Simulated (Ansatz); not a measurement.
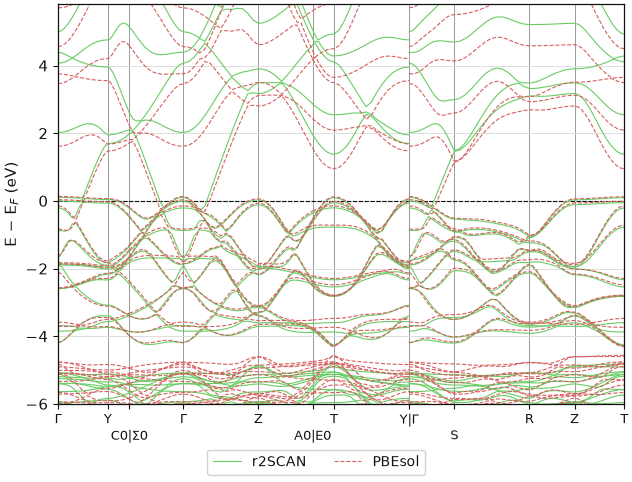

Band structures of CdHg₃O₄, space group Cmmm (No. 65), 8 atoms in the cell, by two methods on the same cell. Each is counted from its own Fermi level.

### What changes from one method to the other?

Both give a metal. The 5 bands that come within 1 eV of the Fermi level differ by 0.09 eV on average and by 0.43 eV at most (between E0 and T).

Settings. r2SCAN: DFT r2SCAN, scalar-relativistic, plane waves, PAW, no spin polarisation, 8×8×12 k mesh, 500 eV cutoff, Gaussian smearing of 0.1 eV (Ansatz 0.2.0). PBEsol: DFT PBEsol, scalar-relativistic, plane waves, PAW, no spin polarisation, 8×8×12 k mesh, 420 eV cutoff (Ansatz).

The structure is an invented one, so it need not be a known or stable phase. Spin-orbit coupling is left out, which matters for Hg.
